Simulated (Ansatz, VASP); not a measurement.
# CaHf in two plane-wave programs

One calculation is typed for both programs; each brings its own data sets. How far apart do they land? The cell is invented: As first built, before any earlier steps moved the atoms (in the runner's words): it takes the MgSn structure with all of its atoms replaced by other elements, volume scaled by an estimate. It may not be a known or stable phase. The cell is taken from a series of VASP runs on this material, whose earlier steps may have relaxed, scaled or displaced it; both programs get it as it stands. Valence electrons are named where the data sets of a main pair hold unlike numbers.

Main program and level: Ansatz 0.2.0; plane waves, with VASP 6.6.1 beside it; band structure at PBEsol.

## Step 1: Set-up

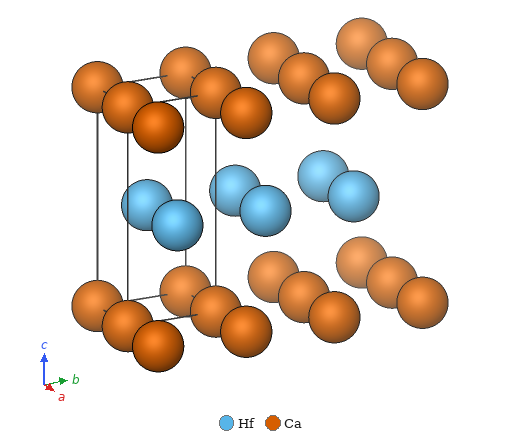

The cell as given, slightly off an axis (hafnium blue, calcium orange). 2×3×1 cells are drawn. Some periodic images of atoms are drawn too.

As a file:

```cif
data_structure
_symmetry_space_group_name_H-M 'P 1'
_symmetry_Int_Tables_number 1
_cell_length_a 3.2242
_cell_length_b 3.2242
_cell_length_c 5.8161
_cell_angle_alpha 90.000
_cell_angle_beta 90.000
_cell_angle_gamma 120.000
_cell_volume 52.36
loop_
_atom_site_label
_atom_site_type_symbol
_atom_site_fract_x
_atom_site_fract_y
_atom_site_fract_z
_atom_site_occupancy
Hf1 Hf 0.66667 0.33333 0.50000 1
Ca2 Ca 0.00000 0.00000 0.00000 1
```

## Step 2: VASP: band structure, PBEsol

A single point gives forces, pressure and levels at one fixed geometry, so differences don't come from the geometry; what else differs is listed under the comparison.

Lines of VASP's logs that name or quote its potential files are left out, and so is its time.

Input file INCAR:

```
SYSTEM = CaHf
PREC = Accurate
ENCUT = 400
EDIFF = 1E-06
NELM = 100
ISMEAR = 1
SIGMA = 0.2
LREAL = .FALSE.
ALGO = Normal
GGA = PS
NBANDS = 22
LORBIT = 11
LWAVE = .FALSE.
LCHARG = .FALSE.
```

Input file POSCAR:

```
CaHf
1.0
    3.2242078421      0.0000000000      0.0000000000
   -1.6121039210      2.7922457866      0.0000000000
    0.0000000000      0.0000000000      5.8161225365
Hf Ca
1 1
Direct
    0.6666666700      0.3333333300      0.5000000000
    0.0000000000      0.0000000000      0.0000000000
```

Input file KPOINTS:

```
Automatic mesh
0
Gamma
7 7 4
0 0 0
```

Input file KPOINTS_OPT:

```
Line mode
16
Line-mode
Reciprocal
  0.00000000   0.00000000   0.00000000 GAMMA
  0.50000000   0.00000000   0.00000000 M

  0.50000000   0.00000000   0.00000000 M
  0.33333333   0.33333333   0.00000000 K

  0.33333333   0.33333333   0.00000000 K
  0.00000000   0.00000000   0.00000000 GAMMA

  0.00000000   0.00000000   0.00000000 GAMMA
  0.00000000   0.00000000   0.50000000 A

  0.00000000   0.00000000   0.50000000 A
  0.50000000   0.00000000   0.50000000 L

  0.50000000   0.00000000   0.50000000 L
  0.33333333   0.33333333   0.50000000 H

  0.33333333   0.33333333   0.50000000 H
  0.00000000   0.00000000   0.50000000 A

  0.50000000   0.00000000   0.50000000 L
  0.50000000   0.00000000   0.00000000 M

  0.33333333   0.33333333   0.00000000 K
  0.33333333   0.33333333   0.50000000 H
```

The projector-augmented-wave data sets are Hf_pv and Ca_sv (PBE family, release 64).

The run is started by

```console
mpirun -np 1 vasp_std
```

Numbers of over 12 decimals in the logs are rounded to 6 here.

Output:

```text
[banner, memory and clock lines left out]
running    1 mpi-ranks, on    1 nodes
 distrk:  each k-point on    1 cores,    1 groups
 distr:  one band on    1 cores,    1 groups

 POSCAR found type information on POSCAR HfCa
 POSCAR found :  2 types and       2 ions
|                                                                             |
|               ----> ADVICE to this user running VASP <----                  |
|                                                                             |
|     You enforced a specific xc type in the INCAR file but a different       |
|     [... a line on the potential file left out ...]
|     I HOPE YOU KNOW WHAT YOU ARE DOING!                                     |
|                                                                             |

 LDA part: xc-table for (Slater+PW92), standard interpolation
 POSCAR, INCAR and KPOINTS ok, starting setup
 FFT: planning ... GRIDC
 FFT: planning ... GRID_SOFT
 FFT: planning ... GRID
 WAVECAR not read
 entering main loop
       N       E                     dE             d eps       ncg     rms          rms(c)
DAV:   1     0.105155676205E+03    0.10516E+03   -0.87616E+03  1064   0.712E+02
DAV:   2    -0.892761549630E+01   -0.11408E+03   -0.11078E+03  1248   0.222E+02
DAV:   3    -0.124243038808E+02   -0.34967E+01   -0.34592E+01  1462   0.323E+01
DAV:   4    -0.125547645134E+02   -0.13046E+00   -0.13031E+00  1442   0.517E+00
DAV:   5    -0.125559169642E+02   -0.11525E-02   -0.11524E-02  1432   0.478E-01    0.312E+01
DAV:   6    -0.120085487044E+02    0.54737E+00   -0.81489E+00  1298   0.615E+00    0.271E+01
DAV:   7    -0.117408389678E+02    0.26771E+00   -0.27880E+00  1304   0.360E+00    0.105E+01
DAV:   8    -0.116880834364E+02    0.52756E-01   -0.24691E-01  1236   0.183E+00    0.169E+00
DAV:   9    -0.116793997329E+02    0.86837E-02   -0.57883E-02  1256   0.723E-01    0.134E+00
DAV:  10    -0.116789543453E+02    0.44539E-03   -0.40675E-03  1276   0.198E-01    0.159E-01
DAV:  11    -0.116789673649E+02   -0.13020E-04   -0.19607E-04  1376   0.550E-02    0.775E-02
DAV:  12    -0.116789546168E+02    0.12748E-04   -0.82495E-05  1272   0.354E-02    0.131E-02
DAV:  13    -0.116789537792E+02    0.83764E-06   -0.34785E-06  1242   0.763E-03
   1 F= -.11678954E+02 E0= -.11680322E+02  d E =0.410530E-02
 Start KPOINTS_OPT (optional k-point list driver)
k-point batch [1-24\144]
       N       E                     dE             ncg
DAV:   1    -0.503922132777E+04   -0.15441E+05     1056
DAV:   2    -0.785106960436E+04   -0.28118E+04     1240
DAV:   3    -0.794924196549E+04   -0.98172E+02     1454
DAV:   4    -0.795319390438E+04   -0.39519E+01     1448
DAV:   5    -0.795325364482E+04   -0.59740E-01     1404
DAV:   6    -0.795325467067E+04   -0.10258E-02     1450
DAV:   7    -0.795325469850E+04   -0.27832E-04     1182
DAV:   8    -0.795325469994E+04   -0.14381E-05      860
DAV:   9    -0.795325470003E+04   -0.96476E-07      884
[...]
k-point batch [121-144\144]
       N       E                     dE             ncg
DAV:   1    -0.505072920328E+04   -0.22441E+05     1056
DAV:   2    -0.773870429083E+04   -0.26880E+04     1176
DAV:   3    -0.781892190169E+04   -0.80218E+02     1374
DAV:   4    -0.782319412294E+04   -0.42722E+01     1590
DAV:   5    -0.782325654145E+04   -0.62419E-01     1388
DAV:   6    -0.782325736522E+04   -0.82377E-03     1496
DAV:   7    -0.782325737327E+04   -0.80566E-05     1294
DAV:   8    -0.782325737332E+04   -0.48672E-07      954
```

OUTCAR, selected parts (step 2):

```text
ion  position               nearest neighbor table
   1  0.667  0.333  0.500-   2 3.45   2 3.45   2 3.45   2 3.45   2 3.45   2 3.45
   2  0.000  0.000  0.000-   1 3.45   1 3.45   1 3.45   1 3.45   1 3.45   1 3.45

  LATTYP: Found a hexagonal cell.
 ALAT       =     3.2242078421
 C/A-ratio  =     1.8038919391

 Subroutine GETGRP returns: Found 12 space group operations
 (whereof 12 operations were pure point group operations)

The static configuration has the point symmetry D_3h.

 Found     24 irreducible k-points:

   k-points           NKPTS =     24   k-points in BZ     NKDIM =     24   number of bands    NBANDS=     22

   dimension x,y,z NGX =    24 NGY =   24 NGZ =   40
   dimension x,y,z NGXF=    48 NGYF=   48 NGZF=   80

   ENCUT  =  400.0 eV  29.40 Ry    5.42 a.u.   5.26  5.26  9.48*2*pi/ulx,y,z

   NELECT =      20.0000    total number of electrons

 k-points in reciprocal lattice and weights: Automatic mesh
   0.00000000  0.00000000  0.00000000       0.005
   0.14285714  0.00000000  0.00000000       0.031
   0.28571429  0.00000000  0.00000000       0.031
   0.42857143  0.00000000  0.00000000       0.031
   0.14285714  0.14285714  0.00000000       0.031
   0.28571429  0.14285714  0.00000000       0.061
   0.42857143  0.14285714  0.00000000       0.031
   0.28571429  0.28571429  0.00000000       0.031
   0.00000000  0.00000000  0.25000000       0.010
[...]
0.42857143  0.14285714  0.50000000       0.031
   0.28571429  0.28571429  0.50000000       0.031

 average (electrostatic) potential at core
       1 -38.4457       2 -45.5537

 E-fermi :   3.7152

 k-point     1 :       0.0000    0.0000    0.0000
  band No.  band energies     occupation
    ...
      6     -17.7443      2.00000
      7     -17.7443      2.00000
      8      -2.1213      2.00000
      9       1.3860      2.00000
     10       3.7093      1.04984
     11       5.3030     -0.00000
     12       5.4004     -0.00000
     13       5.4004     -0.00000
     14       7.1032     -0.00000
     15       7.1032     -0.00000
    ...

 k-point     2 :       0.1429    0.0000    0.0000
  band No.  band energies     occupation
    ...
      6     -17.8839      2.00000
      7     -17.7744      2.00000
      8      -1.5579      2.00000
      9       1.9056      2.00000
     10       3.4458      2.06703
     11       4.7171     -0.00000
     12       5.6629     -0.00000
     13       5.9399     -0.00000
     14       6.6366     -0.00000
     15       6.9225     -0.00000
    ...

 k-point     3 :       0.2857    0.0000    0.0000
  band No.  band energies     occupation
    ...
      6     -17.8415      2.00000
      7     -17.8413      2.00000
      8      -0.1327      2.00000
      9       2.7844      2.00000
     10       2.9637      2.00000
     11       4.1185     -0.01516
     12       5.3917     -0.00000
     13       5.8486     -0.00000
     14       6.5786     -0.00000
     15       7.1160     -0.00000
    ...

  Total        0.0013659      0.0013659     -0.0145547      0.0000000      0.0000000      0.0000000
  in kB        0.0417943      0.0417943     -0.4453525      0.0000000      0.0000000      0.0000000
  external PRESSURE =      -0.1205880 kB  Pullay stress =       0.0000000 kB

  energy-cutoff  :      400.00
  volume of cell :       52.36
      direct lattice vectors                 reciprocal lattice vectors
     3.224207842  0.000000000  0.000000000     0.310153703  0.179067331  0.000000000
    -1.612103921  2.792245787  0.000000000     0.000000000  0.358134662  0.000000000
     0.000000000  0.000000000  5.816122536     0.000000000  0.000000000  0.171935855

 POSITION                                       TOTAL-FORCE (eV/Angst)
 -----------------------------------------------------------------------------------
      1.61210      0.93075      2.90806         0.000000      0.000000      0.000000
      0.00000      0.00000      0.00000        -0.000000     -0.000000      0.000000
 -----------------------------------------------------------------------------------
    total drift:                               -0.000005      0.000003     -0.000000

  FREE ENERGIE OF THE ION-ELECTRON SYSTEM (eV)
  ---------------------------------------------------
  free  energy   TOTEN  =       -11.6789537792 eV

  energy  without entropy=      -11.6830590759  energy(sigma->0) =      -11.68032221

 total charge
# of ion       s       p       d       tot
------------------------------------------
    1        0.395   6.259   1.472   8.126
    2        2.101   5.839   0.309   8.249
--------------------------------------------------
tot          2.496  12.097   1.782  16.375

[... 3 further parts left out ...]
```

Spin-orbit coupling is off here; with elements this heavy it splits and shifts levels by tenths of an eV or more. Harder data sets than Hf_pv exist (the GW ones), and pressures, volumes and forces can shift noticeably with them.

## Step 3: Ansatz: band structure, PBEsol

Ansatz runs on its default PAW (the set named soft_2) files.

The same cell, functional, mesh and smearing now go to Ansatz, which takes its cutoff from its data sets.

Input file input.yaml:

```yaml
crystal:
  lattice:
    - [3.2242078421, 0.0, 0.0]
    - [-1.612103921, 2.7922457866, 0.0]
    - [0.0, 0.0, 5.8161225365]
  atoms:
    - { symbol: Hf, position: [0.66666667, 0.33333333, 0.5] }
    - { symbol: Ca, position: [0.0, 0.0, 0.0] }
hamiltonian:
  xc: pbesol
  pseudopotentials: { kind: paw }
kpoints:
  mp_grid: { grid: [7, 7, 4] }
  band_path:
    path:
      - [0.0, 0.0, 0.0]
      - [0.13333, 0.0, 0.0]
      - [0.3, 0.0, 0.0]
      - [0.46667, 0.0, 0.0]
      - [0.46667, 0.06667, 0.0]
      - [0.41111, 0.17778, 0.0]
      - [0.35556, 0.28889, 0.0]
      - [0.28889, 0.28889, 0.0]
      - [0.17778, 0.17778, 0.0]
      - [0.06667, 0.06667, 0.0]
      - [0.0, 0.0, 0.03333]
      - [0.0, 0.0, 0.2]
      - [0.0, 0.0, 0.36667]
      - [0.0, 0.0, 0.5]
      - [0.16667, 0.0, 0.5]
      - [0.3, 0.0, 0.5]
      - [0.46667, 0.0, 0.5]
      - [0.46667, 0.06667, 0.5]
      - [0.41111, 0.17778, 0.5]
      - [0.35556, 0.28889, 0.5]
      - [0.28889, 0.28889, 0.5]
      - [0.17778, 0.17778, 0.5]
      - [0.06667, 0.06667, 0.5]
      - [0.5, 0.0, 0.46667]
      - [0.5, 0.0, 0.3]
      - [0.5, 0.0, 0.13333]
      - [0.33333, 0.33333, 0.0]
      - [0.33333, 0.33333, 0.16667]
      - [0.33333, 0.33333, 0.33333]
      - [0.33333, 0.33333, 0.5]
    npoints: 1
scf:
  occupations: { method: methfessel_paxton, width: 0.2 }
  n_extra_bands: 7
output:
  forces: true
  stress: true
  eigenvalues: true
```

The run is started by

```console
ansatz run input.yaml --threads 2 --pin off --max-ram 4608MiB --backend cpu --events-out ev --progress --plain --runs-dir out
```

Output:

```text
scf.n_extra_bands = 7 over 18 filled bands (N_el = 36.0): the run solves 25 bands
Engine: ansatz 0.2.0, aarch64-unknown-linux-gnu
Pseudopotentials: kind: paw
Pseudopotential: Hf, paw, valence charge 26, recommended cutoff 420 eV (normal), Hf.paw.azcp
Pseudopotential: Ca, paw, valence charge 10, recommended cutoff 420 eV (normal), Ca.paw.azcp
Functional definition: PBEsol
  exchange = pbesol_x
  correlation = pbesol_c
Crystal: 2 atoms, lattice volume = 52.361 Å³
Basis set: ecut = 420 eV, 1063 PW (Γ), exchange–correlation on 48×48×80 points (8 copies of the dense FFT grid, shifted against one another)
Bands: 25, of which v1, the nominal top of the filled ones, is band 18 counted from 1 (17 counted from 0)
Symmetry: 12 space group operations
Space group: P-6m2 (ITA 187), of the structure as read, at distance tolerance 3.7e-5 Å
k-points: 24 of 196 (time reversal used)
Non-local potential: Hf, projectors of the file, l = 0: 3, l = 1: 2, l = 2: 2, l = 3: 3
Non-local potential: Ca, projectors of the file, l = 0: 3, l = 1: 2, l = 2: 2
PAW form: soft (Blöchl's): semilocal exchange-correlation on the pseudo side does not see the compensation charge
PAW frozen core: Hf, regenerated for the run's functional, and the local potential with it (the file was generated under x = pbe(κ = 0.804, μ = 0.219515), c = pbe(β = 0.066725))
PAW frozen core: Ca, regenerated for the run's functional, and the local potential with it (the file was generated under x = pbe(κ = 0.804, μ = 0.219515), c = pbe(β = 0.066725))
PAW one-centre angular grid: Hf, 590 points (default); XC on 64 Gauss nodes
PAW one-centre angular grid: Ca, 110 points (default); XC on 64 Gauss nodes
Initial density: superposition of atomic densities (neutral atoms: chi_scale 0, normalization atom), corrected by the library's trained network
Initial wavefunctions: pseudopotential atomic-orbital guess
Functional: x = pbesol(κ = 0.804, μ = 0.123457), c = pbesol(β = 0.046)
SCF iter   1: F=—  HF=-17390.823658 eV  |F-HF|=—  |Δ(HF+E_count)|=         —  Δρ=5.34e-3  dr2=3.73e-2  ethr=1.77e-3  ⟨swp⟩=8.0  Hψ=3008  notcnv=0
preconditioner: auto → Kerker (q_TF=auto, 2.563 Å⁻¹)  [metal: Δε(μ)=0.012 eV  Ē_g=14.644 eV  σ=0.200 eV  W_gap=0.05  n_scr=22 (ndim 8)  ℏωp=26.2 eV  f_vac=0.000  D(μ)=2.16/eV (n_scr^D=22)]
SCF iter   2: F=—  HF=-17390.820778 eV  |F-HF|=—  |Δ(HF+E_count)|=   2.88e-3  S|Δr|=    0.00e0  Δρ=2.54e-3  dr2=4.00e-3  ethr=1.04e-4  ⟨swp⟩=1.0  Hψ=792  notcnv=0
SCF iter   3: F=—  HF=-17390.820268 eV  |F-HF|=—  |Δ(HF+E_count)|=   5.10e-4  S|Δr|=    0.00e0  Δρ=1.02e-3  dr2=6.53e-4  ethr=1.11e-5  ⟨swp⟩=2.0  Hψ=771  notcnv=0
SCF iter   4: F=—  HF=-17390.820302 eV  |F-HF|=—  |Δ(HF+E_count)|=   3.42e-5  S|Δr|=    0.00e0  Δρ=4.69e-4  dr2=1.47e-4  ethr=1.81e-6  ⟨swp⟩=2.0  Hψ=1001  notcnv=0
SCF iter   5: F=—  HF=-17390.820149 eV  |F-HF|=—  |Δ(HF+E_count)|=   1.52e-4  S|Δr|=    0.00e0  Δρ=1.56e-4  dr2=1.87e-5  ethr=4.09e-7  ⟨swp⟩=2.0  Hψ=996  notcnv=0
SCF iter   6: F=—  HF=-17390.820148 eV  |F-HF|=—  |Δ(HF+E_count)|=   1.08e-6  S|Δr|=    0.00e0  Δρ=2.83e-5  dr2=6.76e-7  ethr=5.19e-8  ⟨swp⟩=2.1  Hψ=654  notcnv=0
SCF iter   7: F=—  HF=-17390.820148 eV  |F-HF|=—  |Δ(HF+E_count)|=   1.56e-7  S|Δr|=    0.00e0  Δρ=9.42e-6  dr2=1.12e-7  ethr=2.78e-10  ⟨swp⟩=8.5  Hψ=2911  notcnv=0
SCF iter   8: F=-17390.820148 eV  HF=-17390.820148 eV  |F-HF|=5.88e-9  |Δ(HF+E_count)|=   1.37e-8  S|Δr|=    0.00e0  Δρ=2.40e-6  dr2=4.46e-9  ethr=2.78e-10  ⟨swp⟩=4.3  Hψ=1882  notcnv=0
SCF 1 converged in 8 iterations: F = -17390.820148 eV  dr2 = 4.46e-9
  greatest PAW one-centre occupation: 0.998 electrons in one spin orbital (limit 2), on the Hf atom at site 0 (counted from 0), in its partial waves of l = 3
NSCF: frozen V_eff on 30 k-points
SCF converged after 8 iterations
Stability not checked: this state was not tested for a lower state beside it, because cold or Methfessel-Paxton smearing, or corrected tetrahedra, fill the levels in a way that the test cannot read (fill_not_monotonic; see scf.lower_state_search)
Free energy (F): -17390.820148 eV
Harris-Foulkes:  -17390.820148 eV  (|F-HF|=5.88e-9)
Internal energy: -17390.824108 eV  (E = F + TS)
E sigma→0 (E₀):  -17390.821138 eV
Entropy (-TS):   0.003960 eV (1.980 meV/atom)
Fermi energy:    12.523785 eV
Step filling:    the computed levels leave a gap of 0.0096 eV = 0.0 smearing widths at the electron count; against every level under it full and every level over it empty, smearing changes F+E_penalty+E_count by -0.326 meV and its σ→0 estimate by -1.316 meV
--- Per-component energies (eV) ---
  E_band       = -244.831319
  E_kinetic    = 702.087479
  E_local      = -7399.735513  (includes V_loc(G=0)·N_el)
  E_nonlocal   = -1173.812473
  E_hartree    = 3352.956330
  E_xc         = -432.497209
  E_vxc        = -434.877415  (∫ρ·V_xc dr)
  E_paw        = -7643.450412  (= ΣΔE_a)
  E_vpaw       = 1355.594717  (= ΣTr[D̂ρ^β])
  E_aug_tail   = -0.000007  (compensation charges beyond the density's cutoff)
  E_ewald      = -4797.742189
  E_core_change = 1.369886  (= ΣΔE_core)
  E_smearing   = 0.003960  (= −TS)
  E_closure    = 0.000000  (closes the sum)
  Σ components = -17390.820148   (vs F -17390.820148, Δ=0.00e0)
--- Forces (eV/Å), atoms counted from 1 ---
  atom   1  Hf     0.00000000     0.00000000     0.00000000
  atom   2  Ca     0.00000000    -0.00000000     0.00000000
  max |Σ_I F_I| component: 7.40e-17 eV/Å
--- Stress (GPa, compression-positive) ---
        0.119311       0.000000       0.000000
       -0.000000       0.119311       0.000000
        0.000000       0.000000       0.017361
  P = ⅓ Tr σ = 0.0853 GPa (0.853 kbar)
--- Band table (eV; the first three rows and the last of 24) ---
  k-point 0: bands = [... 14 lower, 0.6186, 6.6958, 10.1982, 12.5123, 14.1150, 14.2067, 14.2067, 15.9156, ... 3 higher]
  k-point 1: bands = [... 14 lower, 0.6186, 6.9765, 9.7846, 12.4279, 14.0414, 14.1820, 14.1820, 15.6710, ... 3 higher]
  k-point 2: bands = [... 14 lower, 0.6186, 7.3698, 9.2419, 12.4188, 13.9282, 14.1603, 14.1603, 15.5227, ... 3 higher]
  k-point 23: bands = [... 14 lower, 0.5986, 11.5509, 11.6715, 12.2043, 12.9221, 12.9429, 13.6036, 15.4006, ... 3 higher]
```

Elapsed: 4.8 s, on 2 threads of Arm Neoverse N1, shared host; peak memory 0.33 GiB; 8.9 s of CPU time.

Reading the cycles: dr2 is the Hartree energy of the density residual (eV), the measure of convergence; HF is the Harris–Foulkes estimate of the energy, which meets the free energy F at convergence.

## Step 4: Differences

Known differences besides the potentials themselves: the data sets hold 36 valence electrons in Ansatz (on its default PAW (the set named soft_2) files) and 20 in VASP; the cutoff is 420 eV in Ansatz and 400 eV in VASP; Ansatz makes its cores anew for this functional, VASP keeps those of its PBE data sets; VASP leaves aspherical gradient terms in its spheres out (LASPH is not set), Ansatz keeps them. Total energies have different zeros and are not compared.

The two programs side by side:

| quantity | Ansatz | VASP | difference |
| --- | --- | --- | --- |
| pressure (GPa) | 0.09 | -0.01 | +0.10 |

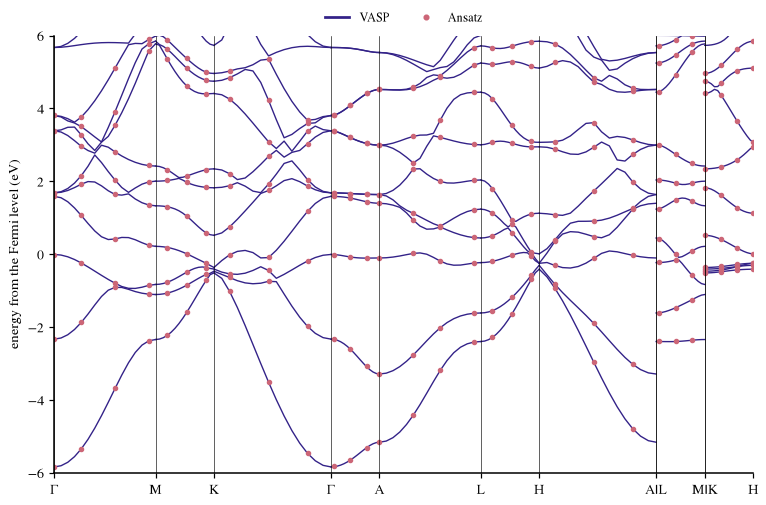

Bands from VASP (lines) and levels from Ansatz (dots). Dots without a line are higher empty bands that the VASP plot leaves out.

Levels from 3 eV below to 2 eV above the Fermi level differ by 3 meV r.m.s. and 8 meV at most; each VASP level is matched to the nearest of Ansatz, which flatters the figure a little.

## Step 5: Summary of results

```
r.m.s. difference of levels near the Fermi level (band structure, PBEsol) : 3.4 meV
```

In words: The r.m.s. difference of levels near the Fermi level is 3.4 meV (band structure, PBEsol), within the 80 meV picked in this series as the mark of a large difference. The data sets hold unlike numbers of valence electrons (36 in Ansatz and 20 in VASP), so part of the differences comes from the potentials. How closely two codes agree says nothing of how well the functional describes the real material.

[Lines on the potential files, build, host, timing and source positions are cut from VASP's logs without a mark.]

[Logs are printed without paths, hosts, clocks, repeated set-up lines and the standing remarks that a program may print on its own settings, such as how far it seeks lower states.]

[Hosts, paths, dates, database ids (printed as entryN), source tags and the programs' standing remarks are cut or masked in the printed files.]
